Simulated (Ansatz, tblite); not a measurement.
# B(NH2Me)Me3 (C₄H₁₄BN): a ladder of methods and basis sets

How do method and basis change the picture of B(NH2Me)Me3 (C₄H₁₄BN) (singlet)?

Method: as each input shows; program: Ansatz 0.2.0, Gaussian basis.

The runs, in order: GFN1-xTB, GFN2-xTB, PBE-D4/def2-TZVP, r2SCAN-D4/def2-TZVP, BLYP-D4/def2-TZVP, ωB97X-V/def2-TZVP, HSE06-D4/def2-TZVP, PBE-D4/def2-SVP, PBE0-D4/def2-SVP, HF/STO-3G, CCSD(T)/def2-SVP, MP2/def2-TZVP.

2 further runs of the same task are left out: 2 set aside as unsound or not needed. Runs told in other sessions of the task aren't counted.

## Step 1: The structure

The geometry is that of the singlet, from an earlier relaxation (PBE-D4/def2-SVP).

20 atoms, charge 0, spin multiplicity 1.

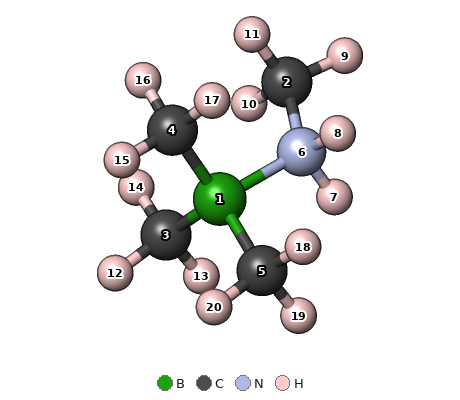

The geometry (boron green, carbon dark grey, nitrogen light blue, hydrogen pink); atoms are numbered from 1 in the order of the file.

PBE0-D4/def2-TZVP was run before; its log isn't repeated, and its numbers join the tables.

## Step 2: GFN1-xTB

Tight binding, by tblite at 300 K electronic temperature and without a spin-polarisation term:

```python
tblite.interface.Calculator('GFN1-xTB', numbers, positions, charge=0, uhf=0).singlepoint()
```

Energy -562.5211 eV, HOMO -11.22 eV, LUMO -4.43 eV; 0.01 s.

## Step 3: GFN2-xTB

Tight binding, by tblite at 300 K electronic temperature and without a spin-polarisation term:

```python
tblite.interface.Calculator('GFN2-xTB', numbers, positions, charge=0, uhf=0).singlepoint()
```

Energy -539.7970 eV, HOMO -9.76 eV, LUMO -1.08 eV; 0.006 s.

## Step 4: PBE-D4/def2-TZVP

start.molden holds the orbitals of an earlier run on this state, given as this run's starting guess.

in.yaml reads:

```yaml
crystal:
  periodic: [false, false, false]
  atoms:
    - {symbol: B, position_ang: [-0.120003, -0.197000, -0.466911]}
    - {symbol: C, position_ang: [0.548240, 0.902339, 1.925927]}
    - {symbol: C, position_ang: [1.440198, -0.227886, -0.930115]}
    - {symbol: C, position_ang: [-0.923820, 1.146194, -0.913740]}
    - {symbol: C, position_ang: [-0.920844, -1.570149, -0.829952]}
    - {symbol: N, position_ang: [-0.116790, -0.210042, 1.218516]}
    - {symbol: H, position_ang: [0.305457, -1.110248, 1.493882]}
    - {symbol: H, position_ang: [-1.106911, -0.271354, 1.502030]}
    - {symbol: H, position_ang: [0.484972, 0.793506, 3.027170]}
    - {symbol: H, position_ang: [1.609040, 0.935592, 1.619009]}
    - {symbol: H, position_ang: [0.073407, 1.852292, 1.621314]}
    - {symbol: H, position_ang: [1.490493, -0.341786, -2.034451]}
    - {symbol: H, position_ang: [2.016100, -1.086388, -0.511726]}
    - {symbol: H, position_ang: [2.011746, 0.698731, -0.697089]}
    - {symbol: H, position_ang: [-1.053044, 1.143715, -2.017532]}
    - {symbol: H, position_ang: [-0.402329, 2.100358, -0.674443]}
    - {symbol: H, position_ang: [-1.952925, 1.215626, -0.489610]}
    - {symbol: H, position_ang: [-1.968539, -1.593758, -0.447830]}
    - {symbol: H, position_ang: [-0.416726, -2.494749, -0.462170]}
    - {symbol: H, position_ang: [-0.997733, -1.685002, -1.932290]}
basis:
  gaussian: {orbitals: def2-TZVP, initial_orbitals: start.molden}
hamiltonian: {xc: pbe, dispersion: d4}
scf: {omitted_lower_state_checks: [starts]}
output: {forces: true, orbitals: {seedname: orbitals}}
```

Command:

```bash
ansatz run in.yaml --threads 4 --pin off --events-out ev --progress --plain --max-ram 4787MiB
```

Further steps of the session: r2SCAN-D4/def2-TZVP; BLYP-D4/def2-TZVP; ωB97X-V/def2-TZVP; HSE06-D4/def2-TZVP; PBE-D4/def2-SVP; PBE0-D4/def2-SVP; HF/STO-3G; CCSD(T)/def2-SVP; MP2/def2-TZVP.

Q: Predict the results of all the runs planned. Wanted: gap in def2-TZVP, named functionals, smallest and largest; correlation energy, CCSD(T)/def2-SVP; correlation energy, MP2/def2-TZVP; binding an atom, CCSD(T)/def2-SVP; PBE0 total energy, smallest basis above largest.

As calculated:

| quantity | value |
| --- | --- |
| gap in def2-TZVP, named functionals, smallest and largest | 5.36 eV (BLYP-D4), 11.88 eV (ωB97X-V) |
| correlation energy, CCSD(T)/def2-SVP | -26.92 eV |
| correlation energy, MP2/def2-TZVP | -28.16 eV |
| binding an atom, CCSD(T)/def2-SVP | 3.758 eV |
| PBE0 total energy, smallest basis above largest | 6.95 eV (def2-SVP, def2-TZVP) |

What this shows: Over the named functionals in def2-TZVP the gap runs from 5.36 eV (BLYP-D4) to 11.88 eV (ωB97X-V); exact exchange widens it. A small miss in a minimal or small basis is a cancelling of errors, not accuracy. The functionals in def2-TZVP miss CCSD(T)/def2-SVP by +0.136 (BLYP-D4) to +0.209 eV (PBE-D4) an atom. The yardstick is in a double-zeta basis, so levels in larger sets aren't compared like for like. CCSD(T)/def2-SVP isn't at the basis-set limit; small misses against it rank nothing.
